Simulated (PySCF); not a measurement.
C7H5N2O (SMILES c1coc(-c2ccn[n-]2)c1) (charge −1)

The calculation's input:

```
{"job": {"kind": "nmr", "xc": "revPBE", "basis": "pcSseg-1", "pop": false}, "charge": -1, "multiplicity": 1}
C      2.673426     0.423551    -0.054280
C      2.332488     0.312701     1.257008
O      1.028621    -0.000880     1.383266
C      0.507835    -0.100030     0.132918
C     -0.898214    -0.415347    -0.056081
C     -1.955180     0.492845    -0.183721
C     -3.055306    -0.336416    -0.371562
N     -2.679549    -1.616055    -0.358365
N     -1.366333    -1.673140    -0.166315
C      1.492526     0.157288    -0.785590
H      3.643512     0.664793    -0.448245
H      2.900523     0.428181     2.161484
H     -1.912915     1.570744    -0.143545
H     -4.091430    -0.059620    -0.515291
H      1.379994     0.151385    -1.851680
```

Run with:

```sh
OMP_NUM_THREADS=1 python ens_run.py task.json out
```

Geometry: GFN2-xTB.

Computed with PySCF 2.14.0, revPBE/pcSseg-1, SCF density, gas phase, non-relativistic.

Question: What can the converged electron density and electron localisation function tell about the bonding?

Answer: C–O (1.35 Å): ρ at the midpoint is about 2.4 e/Å³, with its minimum of 2 e/Å³ about 0.5 Å from C; the ELF peaks at about 0.90 between the atoms, as expected for a shared but strongly polarised pair.
C–C (1.36 Å): ρ is about 2.2 e/Å³ halfway; the ELF peaks at about 0.95 between the atoms; a covalent bond.
C–H (1.07 Å): ρ at the midpoint is about 2 e/Å³; the ELF climbs to about 1 towards the hydrogen, as it does in any bond to H; an ordinary covalent bond to hydrogen.
C–C (1.41 Å): ρ is about 1.9 e/Å³ halfway; the ELF peaks at about 0.95 between the atoms (localised, covalent bonding).

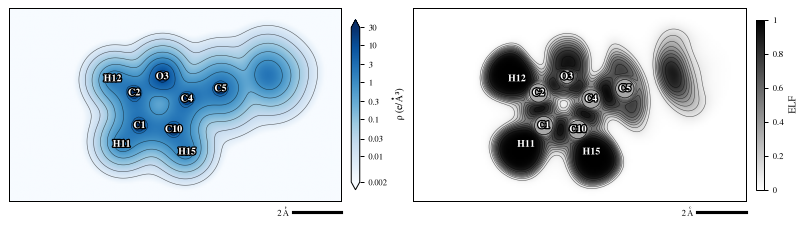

Computed electron density and electron localisation function on the plane of atoms C1, C10 and H15, in this order. Grey discs cover the atomic cores in the ELF map. 
